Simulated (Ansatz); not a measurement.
# N2 (singlet): the correlation ladder at distance N1–N2 = 0.997 Å, cc-pVTZ

Aim: climb from Hartree-Fock through coupled cluster and multireference methods for N2 (singlet) at one geometry and basis, and see what each rung misses.

The runs use Ansatz 0.2.0, Gaussian basis; cc-pVTZ, core rule «outside noble gas», up to 2 orbitals frozen.

To be run: UHF; CCSD(T) on RHF; BCCD(T) on RHF; CISD; CCSDT(Q) on RHF; CASSCF and NEVPT2, 2 electrons in 2 orbitals; CASSCF and NEVPT2, 10 electrons in 8 orbitals.

10 further runs of the same task are left out: 8 that didn't finish, 2 set aside as unsound or not needed.

### 1 What is computed

The geometry derives from a PBE0/def2-TZVP stationary point (not a proven minimum). One bond is set to the value named and the two fragments are kept rigid.

2 atoms, charge 0, spin multiplicity 1.

Atoms are counted from 1 here; the program's logs count them from 0.

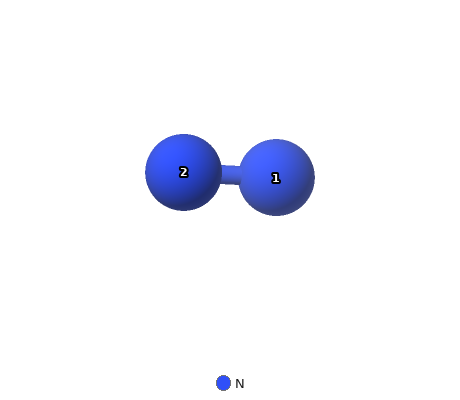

The geometry (nitrogen blue); atoms are numbered from 1 in the order of the file.

### 2 UHF

File in.yaml:

```yaml
crystal:
  periodic: [false, false, false]
  atoms:
    - {symbol: N, position_ang: [0.000000, 0.000000, 0.000000]}
    - {symbol: N, position_ang: [0.000000, 0.000000, 0.997000]}
basis:
  gaussian: {orbitals: cc-pVTZ}
magnetization: {spin_polarized: true, initial_magnetization: 0}
hamiltonian: {xc: hf}
output: {orbitals: {seedname: orbitals}}
```

The run is started by

```sh
$ ansatz run in.yaml --threads 1 --pin off --events-out ev --progress --plain --max-ram 2393MiB
```

The runs that follow: CCSD(T) on RHF; BCCD(T) on RHF; CISD; CCSDT(Q) on RHF; CASSCF and NEVPT2, 2 electrons in 2 orbitals; CASSCF and NEVPT2, 10 electrons in 8 orbitals.

Before running them: what should the planned runs give, taken together? Wanted: RCCSDT(Q) below the RHF energy; RMP2 from RCCSDT(Q); RCCSD from RCCSDT(Q); RCCSD(T) from RCCSDT(Q); NEVPT2 pair from RCCSDT(Q); NEVPT2 valence from RCCSDT(Q); T1 diagnostic; effectively unpaired electrons.

**Answer**, as computed:

```
                         quantity                      value
   RCCSDT(Q) below the RHF energy                -10.0686 eV
              RMP2 from RCCSDT(Q)            +13.23 kcal/mol
             RCCSD from RCCSDT(Q)            +10.11 kcal/mol
          RCCSD(T) from RCCSDT(Q)             +0.66 kcal/mol
       NEVPT2 pair from RCCSDT(Q)            +13.77 kcal/mol
    NEVPT2 valence from RCCSDT(Q)            +25.80 kcal/mol
levels within 1 kcal/mol (43 meV)  RCCSD(T), BCCD(T), RCCSDT
                    T1 diagnostic                      0.010
   effectively unpaired electrons                       0.03
```

**Reading.** RCCSD(T) misses by +0.66 kcal/mol, 0.3 % of the correlation energy. One determinant dominates. Of the multireference levels listed NEVPT2 pair comes nearest in total energy (+13.77 kcal/mol), which doesn't show that its space is the better one. These misses are within one basis, not against nature.
